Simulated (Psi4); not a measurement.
# wB97M-V/def2-SV(P) (sweep point 1) run of BPH4 (SMILES BP)

What is the vertical electron affinity of BPH4 at wB97M-V/def2-SV(P) (sweep point 1)? Input form: a Python script.

The calculation is run with Psi4 1.11.

### 1 The structure to begin with

BPH4: 6 atoms, total charge 0, spin state singlet. SMILES: `BP`. The coordinates come from a GFN2-xTB relaxation.

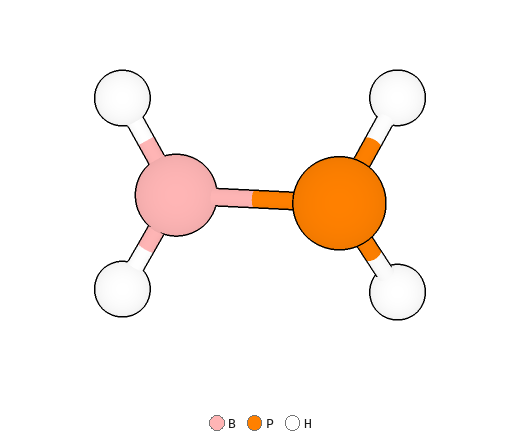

The structure, seen from a chosen angle (boron pink, phosphorus orange, hydrogen white).

### 2 A single-point energy at wB97M-V/def2-SV(P) (sweep point 1)

File calc.py:

```python
import psi4

psi4.set_memory(1600000000)
psi4.set_num_threads(1)
psi4.set_output_file('psi4.out', False)

mol = psi4.geometry("""
B      0.00502667    -1.64020669     0.22465064
P      0.71571487     1.75512093     0.49062959
H     -1.46918647    -2.55337904     1.59290684
H      1.24576415    -2.91182229    -1.08834997
H      1.13215382     2.49264324    -1.97234495
H     -1.62945415     2.85764385     0.75250784
units au
symmetry c1
""")

psi4.set_options({
    'basis': 'def2-SV(P)',
    'puream': True,
    'scf_type': 'pk',
    'dft_radial_points': 99,
    'dft_spherical_points': 590,
})

result, w = psi4.energy("WB97M-V", molecule=mol, return_wfn=True)
print(f'total energy {result:.8f} hartree = {result * 27.211386:.5f} eV')
for k, v in sorted(psi4.core.scalar_variables().items()):
    print(f'{k:45s} {v:18.10f}')
```

The run is started by

```console
$ python calc.py
```

psi4.out:

```text
[...]
  Running in c1 symmetry.
[...]
  Nuclear repulsion =   46.914828271215498
[...]
  Multiplicity = 1
[...]
  Nalpha       = 12
  Nbeta        = 12
[...]
    Number of basis functions: 40
[...]
   @RKS iter   1:  -368.32886049952009   -4.45742e-01   5.78296e-03 DIIS/ADIIS
[...]
   @RKS iter   8:  -368.37863684847417   -3.48308e-08   7.29992e-07 DIIS
[...]
    Orbital Energies [Eh]
    ---------------------
    Doubly Occupied:
       1A    -77.338109     2A     -6.921609     3A     -6.713077
       4A     -4.830382     5A     -4.828752     6A     -4.826253
       7A     -0.773756     8A     -0.598317     9A     -0.512187
      10A     -0.443764    11A     -0.440130    12A     -0.354767
[...]
  @RKS Final Energy:  -368.37863684847417
   => Energetics <=
    Nuclear Repulsion Energy =             46.9148282712154980
    One-Electron Energy =                -600.0656559905415861
    Two-Electron Energy =                 206.1117170153125358
    DFT Exchange-Correlation Energy =     -21.4383512740943765
    Empirical Dispersion Energy =           0.0000000000000000
    VV10 Nonlocal Energy =                  0.0988251296338468
    Total Energy =                       -368.3786368484741161
[...]
 Multipole Moments:
 ------------------------------------------------------------------------------------
     Multipole            Electronic (a.u.)      Nuclear  (a.u.)        Total (a.u.)
 ------------------------------------------------------------------------------------
 L = 1.  Multiply by 2.5417464519 to convert [e a0] to [Debye]
 Dipole X            :          0.9903057           -1.1723780           -0.1820723
 Dipole Y            :          1.0132461           -0.8646373            0.1486088
 Dipole Z            :          0.8685499           -1.0727861           -0.2042362
 Magnitude           :                                                    0.3113636
[...]
```

The script printed:

```text
total energy -368.37863685 hartree = -10024.09328 eV
CURRENT ENERGY                                   -368.3786368485
CURRENT REFERENCE ENERGY                         -368.3786368485
DD SOLVATION ENERGY                                 0.0000000000
DFT FUNCTIONAL TOTAL ENERGY                      -368.3786368485
DFT TOTAL ENERGY                                 -368.3786368485
DFT VV10 ENERGY                                     0.0988251296
DFT XC ENERGY                                     -21.4383512741
GRID ELECTRONS ALPHA                               11.9999999411
GRID ELECTRONS BETA                                11.9999999411
GRID ELECTRONS TOTAL                               23.9999998821
NUCLEAR REPULSION ENERGY                           46.9148282712
ONE-ELECTRON ENERGY                              -600.0656559905
PCM POLARIZATION ENERGY                             0.0000000000
PE ENERGY                                           0.0000000000
SCF ITERATION ENERGY                             -368.3786368485
SCF ITERATIONS                                      8.0000000000
SCF TOTAL ENERGY                                 -368.3786368485
TWO-ELECTRON ENERGY                               206.1117170153
XC GRID RADIAL POINTS                              99.0000000000
XC GRID SPHERICAL POINTS                          590.0000000000
XC GRID TOTAL POINTS                           334034.0000000000
```

Wall time 44 s (1 thread of AMD EPYC 9R14 (Zen 4), shared host); peak memory 1.2 GiB.

### 3 The doublet anion at the same level

File bh4p.py:

```python
import psi4

psi4.set_memory(1600000000)
psi4.set_num_threads(1)
psi4.set_output_file('output.dat', False)

m = psi4.geometry("""
-1 2
B      0.00502667    -1.64020669     0.22465064
P      0.71571487     1.75512093     0.49062959
H     -1.46918647    -2.55337904     1.59290684
H      1.24576415    -2.91182229    -1.08834997
H      1.13215382     2.49264324    -1.97234495
H     -1.62945415     2.85764385     0.75250784
units bohr
symmetry c1
""")

options = {'reference': 'uks', 'puream': True, 'scf_type': 'pk', 'dft_radial_points': 99, 'dft_spherical_points': 590, 'maxiter': 150}
psi4.set_options(options)

energy_value = psi4.energy("wb97m-v/def2-SV(P)")
print('E =', round(energy_value, 9))
```

The run is started by

```console
$ python bh4p.py
```

output.dat:

```text
[...]
  Running in c1 symmetry.
[...]
  Nuclear repulsion =   46.914828271215498
[...]
  Multiplicity = 2
[...]
  Nalpha       = 13
  Nbeta        = 12
[...]
    Number of basis functions: 40
[...]
   @UKS iter   1:  -368.19684357672406   -3.13725e-01   1.08967e-02 DIIS/ADIIS
[...]
   @UKS iter   9:  -368.35808648727971   -4.05944e-08   5.81409e-07 DIIS
[...]
   @S^2 Observed:                7.525655016E-01
[...]
    Orbital Energies [Eh]
    ---------------------
    Alpha Occupied:
       1A    -77.105667     2A     -6.622998     3A     -6.478342
       4A     -4.596714     5A     -4.594500     6A     -4.590150
       7A     -0.540684     8A     -0.351574     9A     -0.287758
      10A     -0.203378    11A     -0.191001    12A     -0.131169
      13A      0.029608
    Alpha Virtual:
      14A      0.331909    15A      0.333342    16A      0.428813
      17A      0.438081    18A      0.457060    19A      0.499451
      20A      0.549405    21A      0.556377    22A      0.620910
      23A      0.649211    24A      0.692159    25A      0.755658
[...]
  @UKS Final Energy:  -368.35808648727971
   => Energetics <=
    Nuclear Repulsion Energy =             46.9148282712154980
    One-Electron Energy =                -605.8408427954935860
    Two-Electron Energy =                 212.0095198153825322
    DFT Exchange-Correlation Energy =     -21.5428685724345499
    Empirical Dispersion Energy =           0.0000000000000000
    VV10 Nonlocal Energy =                  0.1012767940504316
    Total Energy =                       -368.3580864872797065
[...]
 Multipole Moments:
 ------------------------------------------------------------------------------------
     Multipole            Electronic (a.u.)      Nuclear  (a.u.)        Total (a.u.)
 ------------------------------------------------------------------------------------
 L = 1.  Multiply by 2.5417464519 to convert [e a0] to [Debye]
 Dipole X            :          1.3211454           -1.1723780            0.1487674
 Dipole Y            :          2.2889062           -0.8646373            1.4242689
 Dipole Z            :          1.0330316           -1.0727861           -0.0397545
 Magnitude           :                                                    1.4325690
[...]
```

Standard output:

```text
E = -368.358086487
```

It took 54 s on 1 thread of AMD EPYC 9R14 (Zen 4), shared host; peak memory 1.2 GiB.

### 4 Outcome

At wB97M-V/def2-SV(P) (sweep point 1):

| quantity | value |
| --- | --- |
| singlet BPH4: total energy | -368.37864 Eh |
| singlet BPH4: dipole moment | 0.79 D |
| singlet BPH4: HOMO energy | -9.65 eV |
| singlet BPH4: LUMO energy | 0.37 eV |
| singlet BPH4: HOMO–LUMO gap | 10.02 eV |
| doublet anion: total energy | -368.35809 Eh |
| doublet anion: HOMO energy (highest over α and β) | 0.81 eV |
| doublet anion: LUMO energy (lowest over α and β) | 7.64 eV |
| doublet anion: ⟨S²⟩ | 0.753 |
| vertical electron affinity (to the doublet anion) | -0.559 eV |

The anion lies 0.56 eV (12.9 kcal/mol) above the neutral: the electron isn't bound at this level, and such a value depends on the basis. Without diffuse functions anions come out too high. The HOMO (doublet anion) lies at positive energy, 0.81 eV; only total energies tell whether the electron is bound.
